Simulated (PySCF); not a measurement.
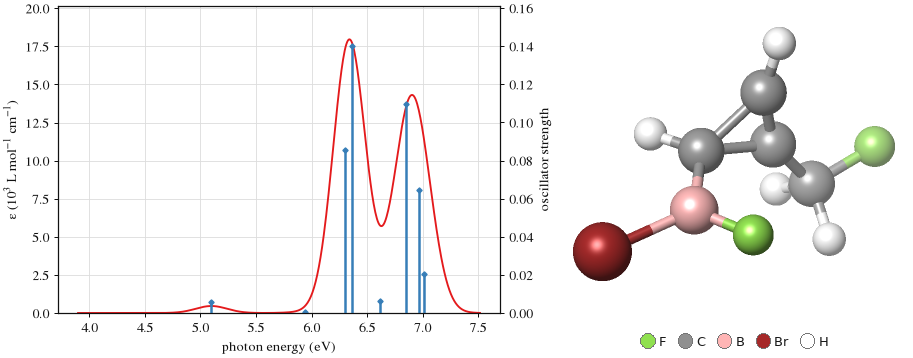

Computed absorption of C₄H₄BBrF₂, SMILES FCC1=C[C@@H]1B(F)Br. Vertical TDDFT excitations, B3LYP/def2-SVPD with PySCF, at a GFN2-xTB geometry (no frequency check), gas phase. Only the first 8 singlet excitations are included; each is broadened by a Gaussian of 1/e half-width 0.20 eV. Sticks give oscillator strengths (right axis).

Where is the maximum of the broadened curve, and how high is it?

At about 6.3 eV (196 nm), with ε near 18000 L mol⁻¹ cm⁻¹.

Where is the lowest singlet, and is it bright?

S1 lies at 5.10 eV (243 nm) with f = 0.006, mainly HOMO → LUMO (95 %); it is weak.

Does any vertical transition fall in the visible?

No singlet lies below 3.1 eV (beyond 400 nm), so at this level no vertical transition falls in the visible.

Caveats: the tight-binding geometry is rougher than a DFT one and adds to the error; spin-orbit coupling is left out, and with Br it can shift these levels and split any degenerate set; one conformer of a flexible molecule; core orbitals are frozen in the response.
